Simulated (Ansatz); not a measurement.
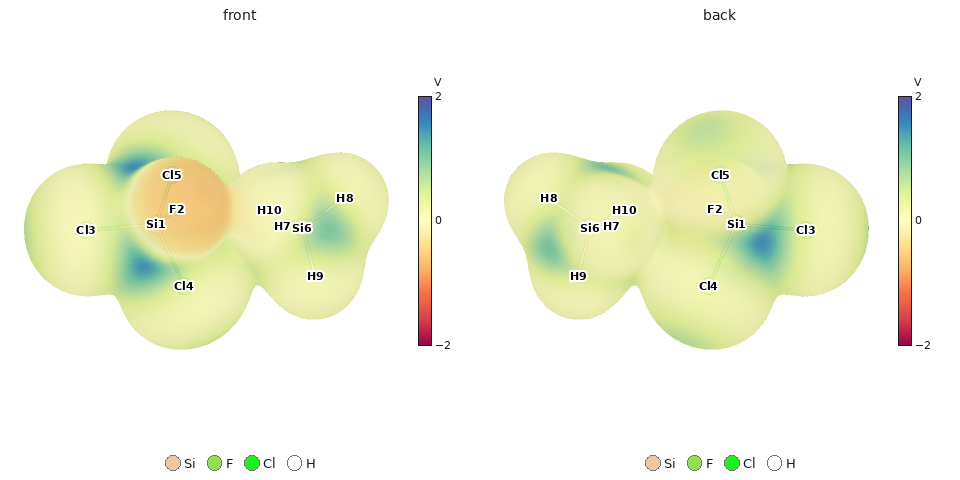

Cl$_{3}$FSi···SiH$_{4}$. The electrostatic potential painted on the density surface at 0.002 e/bohr³, seen from the front and from behind; the colour scale runs from red (negative) to blue (positive).

Level of theory: RKS B3LYP-D4/cc-pVDZ (Ansatz 0.2.0).

Input file:

```
crystal:
  periodic: [false, false, false]
  atoms:
    - { symbol: Si, position_ang: [0.349733, -0.048314, -0.120134] }
    - { symbol: F, position_ang: [0.653922, 0.19552, 1.441756] }
    - { symbol: Cl, position_ang: [2.189757, 0.041294, -1.052742] }
    - { symbol: Cl, position_ang: [-0.784397, 1.47445, -0.900466] }
    - { symbol: Cl, position_ang: [-0.399718, -1.930103, -0.441327] }
    - { symbol: Si, position_ang: [-2.807835, 0.054665, 1.266016] }
    - { symbol: H, position_ang: [-2.998893, -0.51679, -0.093321] }
    - { symbol: H, position_ang: [-3.702688, -0.680336, 2.217146] }
    - { symbol: H, position_ang: [-3.182271, 1.499659, 1.266075] }
    - { symbol: H, position_ang: [-1.42931, -0.090045, 1.748596] }
basis:
  gaussian: { orbitals: cc-pVDZ }
hamiltonian:
  xc: b3lyp
  dispersion: d4
relax:
  f_tol: 0.03
  max_steps: 50
output:
  orbitals: {}
```

Launched as:

```sh
ansatz run input.yaml --threads 4 --pin off --max-ram 5120MiB --backend cpu --events-out ev --progress --plain --runs-dir out
```

The fields are those of the run's last geometry, not of the input's.

Q: Which sites attract a positive test charge, and which a negative one?

A: A positive charge is drawn to the negative regions and a negative charge to the positive ones. The most negative region (about −0.6 V) lies over F2, the most positive (about +1.5 V) over Si1. Cl3 shows a σ-hole: about +0.6 V at the tip opposite its bond, against about +0.1 V on its flanks. Cl4 shows a σ-hole: about +0.6 V at the tip opposite its bond, against about +0.1 V on its flanks. Cl5 shows a σ-hole: about +0.6 V at the tip opposite its bond, against about +0.1 V on its flanks.
